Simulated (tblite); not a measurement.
Geometry relaxation, with input and output: C$_{5}$H$_{12}$Si

The run: geometry relaxation of C$_{5}$H$_{12}$Si (vinyltrimethylsilane). Method and program: GFN2-xTB geometry optimisation, gas phase (tblite 0.8.0).

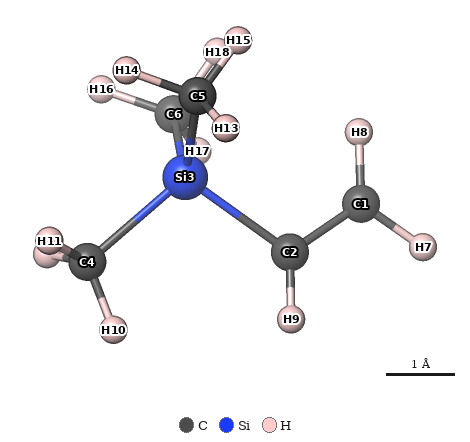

Figure 1. The input geometry (ball-and-stick view, seen at a tilt; atoms are numbered from 1 in the order of the input). Bond lengths as drawn: C–C 1.37 Å, C–H 1.02 to 1.14 Å and C–Si 1.80 to 1.94 Å.

**Results in brief**

| quantity | value |
| --- | --- |
| outcome | converged |
| total energy | −503.0871 eV |
| hardware | 1 CPU thread, shared host |
| wall time | 2 s |
| peak memory | 0.18 GiB |

**Input**
```
{"job": {"xc": "GFN2-xTB", "basis": "xTB", "kind": "relax"}, "charge": 0, "multiplicity": 1}
C     -0.309900    -1.150500     0.835400
C      0.036100     0.059000     0.299100
Si     1.692800     0.672800     1.032100
C      2.211700     2.133000    -0.127400
C      1.482900     1.245500     2.816200
C      2.847000    -0.712400     0.984400
H     -1.288000    -1.508500     0.421300
H      0.253800    -1.656300     1.605500
H     -0.495500     0.565400    -0.406100
H      1.448600     2.303500    -0.868600
H      2.447200     3.005200     0.488200
H      3.111600     1.730300    -0.619900
H      0.565600     1.884000     2.981900
H      2.414700     1.849900     3.043800
H      1.473100     0.393700     3.455700
H      3.917500    -0.336800     1.032000
H      2.670600    -1.368700     0.147200
H      2.701300    -1.357900     1.897300
```

The first line tells a small driver script what to run in tblite; the rest is the geometry in Å.

Launched with:
```bash
OMP_NUM_THREADS=1 python <driver script> task.json out
```

**Log**
```
step      E/eV     max force
  0    -502.19974    5.140
  1    -502.67677    2.786
  2    -502.77551    1.245
  3    -502.83740    0.818
  4    -502.89786    0.550
  5    -502.92508    0.577
  6    -502.95231    0.400
  7    -502.97030    0.387
  8    -502.98408    0.320
  9    -502.99018    0.169
 10    -502.99358    0.151
 11    -502.99683    0.235
 12    -503.00054    0.276
 13    -503.00397    0.197
 14    -503.00680    0.135
 15    -503.00949    0.132
 16    -503.01269    0.203
 17    -503.01594    0.200
 18    -503.01829    0.106
 19    -503.01964    0.085
 20    -503.02070    0.080
 21    -503.02206    0.107
 22    -503.02374    0.142
 23    -503.02545    0.133
 24    -503.02686    0.085
 25    -503.02809    0.084
 26    -503.02944    0.103
 27    -503.03088    0.126
 28    -503.03216    0.112
 29    -503.03331    0.092
 30    -503.03455    0.104
 31    -503.03586    0.119
 32    -503.03684    0.091
 33    -503.03728    0.050
 34    -503.03746    0.037
 35    -503.03763    0.046
 36    -503.03783    0.055
 37    -503.03801    0.041
 38    -503.03813    0.031
 39    -503.03825    0.031
 40    -503.03845    0.058
 41    -503.03880    0.094
 42    -503.03937    0.113
 43    -503.04001    0.095
 44    -503.04048    0.054
 45    -503.04079    0.044
 46    -503.04110    0.055
 47    -503.04160    0.082
 48    -503.04234    0.100
 49    -503.04322    0.091
 50    -503.04401    0.073
 51    -503.04463    0.056
 52    -503.04511    0.057
 53    -503.04551    0.055
 54    -503.04583    0.043
 55    -503.04599    0.050
 56    -503.04621    0.042
 57    -503.04642    0.029
 58    -503.04667    0.033
 59    -503.04683    0.030
 60    -503.04693    0.019
 61    -503.04700    0.022
 62    -503.04710    0.019
 63    -503.04722    0.028
 64    -503.04739    0.032
 65    -503.04765    0.043
 66    -503.04815    0.062
 67    -503.04901    0.085
 68    -503.05018    0.097
 69    -503.05126    0.095
 70    -503.05040    0.146
 71    -503.05267    0.062
 72    -503.05295    0.046
 73    -503.05344    0.035
 74    -503.05358    0.041
 75    -503.05369    0.024
 76    -503.05378    0.024
 77    -503.05389    0.029
 78    -503.05401    0.025
 79    -503.05414    0.044
 80    -503.05428    0.031
 81    -503.05449    0.031
 82    -503.05463    0.024
 83    -503.05476    0.028
 84    -503.05496    0.035
 85    -503.05533    0.055
 86    -503.05603    0.087
 87    -503.05715    0.097
 88    -503.05873    0.085
 89    -503.05984    0.189
 90    -503.05646    0.275
 91    -503.06200    0.128
 92    -503.06255    0.031
 93    -503.06332    0.043
 94    -503.06365    0.188
 95    -503.06477    0.052
 96    -503.06539    0.047
 97    -503.06495    0.236
 98    -503.06681    0.060
 99    -503.06745    0.062
100    -503.05151    0.625
101    -503.06809    0.049
102    -503.06854    0.039
103    -503.06651    0.286
104    -503.06960    0.038
105    -503.07007    0.045
106    -503.07030    0.128
107    -503.07087    0.055
108    -503.07117    0.055
109    -503.07294    0.074
110    -503.07361    0.063
111    -503.07427    0.066
112    -503.07517    0.045
113    -503.07593    0.042
114    -503.07652    0.047
115    -503.07697    0.073
116    -503.07765    0.052
117    -503.07830    0.052
118    -503.07881    0.053
119    -503.07899    0.041
120    -503.07934    0.027
121    -503.07951    0.028
122    -503.07966    0.025
123    -503.07975    0.023
124    -503.07981    0.019
125    -503.07986    0.013
126    -503.07989    0.009
127    -503.07991    0.009
128    -503.07994    0.010
129    -503.07996    0.010
130    -503.07997    0.011
131    -503.08000    0.014
132    -503.08002    0.015
133    -503.08006    0.014
134    -503.08009    0.012
135    -503.08012    0.015
136    -503.08016    0.017
137    -503.08022    0.024
138    -503.08031    0.028
139    -503.08040    0.025
140    -503.08048    0.021
141    -503.08056    0.024
142    -503.08062    0.021
143    -503.08068    0.021
144    -503.08074    0.013
145    -503.08079    0.016
146    -503.08081    0.015
147    -503.08084    0.010
148    -503.08086    0.014
149    -503.08088    0.013
150    -503.08091    0.017
151    -503.08095    0.017
152    -503.08101    0.017
153    -503.08108    0.025
154    -503.08118    0.025
155    -503.08129    0.024
156    -503.08142    0.023
157    -503.08159    0.040
158    -503.08183    0.058
159    -503.08218    0.065
160    -503.08259    0.084
161    -503.08145    0.199
162    -503.08312    0.040
163    -503.08333    0.037
164    -503.08388    0.078
165    -503.08421    0.043
166    -503.08455    0.031
167    -503.08502    0.031
168    -503.08519    0.034
169    -503.08547    0.030
170    -503.08570    0.037
171    -503.08583    0.034
172    -503.08590    0.033
173    -503.08599    0.041
174    -503.08611    0.037
175    -503.08623    0.030
176    -503.08630    0.043
177    -503.08639    0.022
178    -503.08647    0.019
179    -503.08658    0.020
180    -503.08663    0.022
181    -503.08671    0.020
182    -503.08677    0.017
183    -503.08682    0.028
184    -503.08687    0.024
185    -503.08691    0.017
186    -503.08694    0.009
187    -503.08695    0.009
188    -503.08697    0.007
189    -503.08698    0.007
190    -503.08700    0.008
191    -503.08701    0.011
192    -503.08702    0.007
193    -503.08703    0.005
194    -503.08703    0.005
195    -503.08704    0.007
196    -503.08704    0.008
197    -503.08704    0.005
198    -503.08705    0.004
199    -503.08705    0.004
```

**Trajectory as extended XYZ (Å, eV, eV/Å), 6 of the 12 frames kept, from step=0 to step=199**
```
18
Properties=species:S:1:pos:R:3:forces:R:3 step=0 energy=-502.19974
C    -0.3099   -1.1505    0.8354   -1.5960   2.0860  -2.1330
C     0.0361    0.0590    0.2991    2.1540  -3.0570   3.5270
Si    1.6928    0.6728    1.0321   -2.2730   2.4860  -1.0780
C     2.2117    2.1330   -0.1274    0.6160  -1.1450   0.7460
C     1.4829    1.2455    2.8162    0.3360   1.7770   0.0010
C     2.8470   -0.7124    0.9844    2.4320  -1.8690   1.3620
H    -1.2880   -1.5085    0.4213    1.0310  -0.4850   0.9240
H     0.2538   -1.6563    1.6055   -0.3920   0.0460  -0.3980
H    -0.4955    0.5654   -0.4061   -1.3830   0.8570  -1.5260
H     1.4486    2.3035   -0.8686    0.0800   0.3970  -0.0160
H     2.4472    3.0052    0.4882   -0.0590  -0.1130  -0.6590
H     3.1116    1.7303   -0.6199   -0.2860   0.7830  -0.0140
H     0.5656    1.8840    2.9819    1.1840  -0.7490  -0.0790
H     2.4147    1.8499    3.0438   -1.2300  -0.5270   0.1170
H     1.4731    0.3937    3.4557   -0.1650  -0.2810   0.5990
H     3.9175   -0.3368    1.0320   -1.1600  -0.7730  -0.2750
H     2.6706   -1.3687    0.1472    0.3850   0.0020  -0.2750
H     2.7013   -1.3579    1.8973    0.3240   0.5660  -0.8230
18
Properties=species:S:1:pos:R:3:forces:R:3 step=36 energy=-503.03783
C    -0.5022   -1.1777    0.8000   -0.0070   0.0110  -0.0050
C     0.0307   -0.0273    0.4185    0.0150  -0.0040   0.0160
Si    1.6980    0.6485    1.0265   -0.0540   0.0060   0.0070
C     2.2373    2.0861   -0.1121    0.0020  -0.0040  -0.0040
C     1.4947    1.3182    2.8058    0.0030  -0.0060  -0.0100
C     3.0007   -0.7469    0.9934   -0.0010   0.0050   0.0020
H    -1.4627   -1.5225    0.4445    0.0220  -0.0060   0.0000
H     0.0016   -1.8337    1.4919   -0.0050   0.0090  -0.0060
H    -0.5305    0.5801   -0.2833    0.0040   0.0020   0.0200
H     1.4608    2.3493   -0.8231   -0.0060   0.0010  -0.0080
H     2.4630    2.9775    0.4648    0.0080   0.0060  -0.0060
H     3.1263    1.8333   -0.6807    0.0020  -0.0030  -0.0170
H     0.6362    1.9798    2.8796    0.0110  -0.0010  -0.0030
H     2.3703    1.8817    3.1152    0.0040  -0.0140   0.0120
H     1.3496    0.5151    3.5219   -0.0080  -0.0050  -0.0100
H     4.0102   -0.3521    1.0494    0.0160   0.0140   0.0170
H     2.9259   -1.3280    0.0794    0.0060  -0.0020  -0.0140
H     2.8713   -1.4303    1.8263   -0.0120  -0.0110   0.0090
18
Properties=species:S:1:pos:R:3:forces:R:3 step=72 energy=-503.05295
C    -0.4607   -1.2270    0.7777    0.0160  -0.0010  -0.0430
C     0.0142   -0.0322    0.4620   -0.0010  -0.0060   0.0290
Si    1.6893    0.6575    1.0257   -0.0110   0.0000   0.0410
C     2.2069    2.0674   -0.1565   -0.0090  -0.0250   0.0140
C     1.5029    1.3524    2.7965   -0.0020   0.0080   0.0260
C     3.0053   -0.7231    1.0336    0.0210  -0.0040  -0.0030
H    -1.4293   -1.5755    0.4515   -0.0140   0.0040  -0.0010
H     0.1062   -1.9259    1.3707    0.0110   0.0090   0.0130
H    -0.6119    0.6157   -0.1411   -0.0020  -0.0020  -0.0030
H     1.3531    2.4403   -0.7143    0.0260   0.0270  -0.0030
H     2.6304    2.9041    0.3917    0.0040  -0.0200  -0.0280
H     2.9495    1.7361   -0.8763   -0.0210   0.0110   0.0020
H     0.8313    2.2058    2.8180    0.0000  -0.0070  -0.0030
H     2.4581    1.6769    3.2014   -0.0160  -0.0070  -0.0270
H     1.0991    0.6029    3.4707    0.0010   0.0010  -0.0020
H     3.9664   -0.3456    1.3710    0.0020  -0.0060  -0.0140
H     3.1437   -1.1407    0.0407    0.0070  -0.0040   0.0040
H     2.7267   -1.5379    1.6949   -0.0120   0.0200  -0.0020
18
Properties=species:S:1:pos:R:3:forces:R:3 step=126 energy=-503.07989
C    -0.3929   -1.2826    0.6548   -0.0030  -0.0040   0.0010
C     0.0135   -0.0356    0.4771   -0.0030  -0.0040  -0.0050
Si    1.6764    0.6645    1.0577   -0.0070  -0.0030   0.0020
C     2.2119    2.0355   -0.1568    0.0040  -0.0010   0.0030
C     1.4530    1.4078    2.8034    0.0050   0.0020   0.0000
C     3.0003   -0.7077    1.1094   -0.0040   0.0050   0.0010
H    -1.3564   -1.6369    0.3189   -0.0010   0.0000  -0.0030
H     0.2252   -2.0151    1.1481    0.0040   0.0020  -0.0080
H    -0.6597    0.6481   -0.0277   -0.0030   0.0010   0.0030
H     1.4685    2.8254   -0.2097    0.0060  -0.0020  -0.0030
H     3.1489    2.4894    0.1520   -0.0050   0.0020  -0.0060
H     2.3513    1.6481   -1.1618   -0.0050  -0.0010   0.0080
H     0.7285    2.2168    2.7981    0.0030   0.0000   0.0010
H     2.3880    1.8063    3.1859    0.0000   0.0050   0.0040
H     1.1011    0.6593    3.5072    0.0040   0.0010  -0.0020
H     3.9785   -0.3018    1.3501    0.0000  -0.0060   0.0000
H     3.0801   -1.2140    0.1522    0.0030   0.0000   0.0060
H     2.7648   -1.4565    1.8593    0.0010   0.0030  -0.0020
18
Properties=species:S:1:pos:R:3:forces:R:3 step=162 energy=-503.08312
C    -0.3554   -1.3043    0.5342    0.0040  -0.0040   0.0030
C    -0.0052   -0.0278    0.5343   -0.0180   0.0030   0.0220
Si    1.6687    0.6644    1.0921   -0.0180  -0.0290  -0.0070
C     2.2016    1.9960   -0.1667   -0.0360  -0.0030   0.0170
C     1.4697    1.4629    2.8158    0.0100  -0.0090  -0.0170
C     2.9802   -0.7166    1.1651    0.0040   0.0060  -0.0030
H    -1.3312   -1.6451    0.2190    0.0110   0.0180  -0.0090
H     0.3244   -2.0778    0.8518    0.0130  -0.0010   0.0020
H    -0.7390    0.6975    0.2008   -0.0170  -0.0020  -0.0020
H     1.5111    2.8330   -0.1597   -0.0120   0.0340  -0.0020
H     3.1887    2.3854    0.0608    0.0150  -0.0020  -0.0170
H     2.2215    1.6010   -1.1775    0.0370  -0.0060  -0.0110
H     0.7190    2.2473    2.8016    0.0030   0.0030   0.0070
H     2.4030    1.9057    3.1499    0.0000   0.0130   0.0160
H     1.1666    0.7320    3.5593   -0.0030  -0.0010  -0.0010
H     3.9610   -0.3171    1.4043    0.0080   0.0060  -0.0060
H     3.0571   -1.2289    0.2110    0.0130  -0.0180   0.0090
H     2.7393   -1.4563    1.9219   -0.0150  -0.0090  -0.0040
18
Properties=species:S:1:pos:R:3:forces:R:3 step=199 energy=-503.08705
C    -0.3203   -1.2972    0.3996    0.0000   0.0040   0.0010
C    -0.0435   -0.0255    0.6409    0.0000  -0.0010   0.0010
Si    1.6546    0.6633    1.1225   -0.0010   0.0020  -0.0010
C     2.1819    1.9468   -0.1898    0.0020   0.0010  -0.0010
C     1.5087    1.5203    2.8231   -0.0010   0.0000   0.0010
C     2.9519   -0.7303    1.2177   -0.0010   0.0020   0.0000
H    -1.3082   -1.6381    0.1269    0.0000  -0.0010   0.0000
H     0.4354   -2.0628    0.4646    0.0010  -0.0020   0.0000
H    -0.8524    0.6920    0.5566    0.0010   0.0000   0.0020
H     1.4626    2.7573   -0.2597   -0.0010  -0.0020   0.0010
H     3.1454    2.3855    0.0523    0.0020   0.0010   0.0010
H     2.2644    1.4967   -1.1746   -0.0020  -0.0010   0.0000
H     0.7545    2.3014    2.8079    0.0020   0.0000  -0.0020
H     2.4487    1.9794    3.1147   -0.0030  -0.0020   0.0000
H     1.2325    0.8144    3.6007   -0.0010   0.0010  -0.0010
H     3.9238   -0.3426    1.5084    0.0020  -0.0010  -0.0020
H     3.0714   -1.2259    0.2591   -0.0010  -0.0010   0.0010
H     2.6700   -1.4835    1.9471   -0.0010   0.0000  -0.0010
```
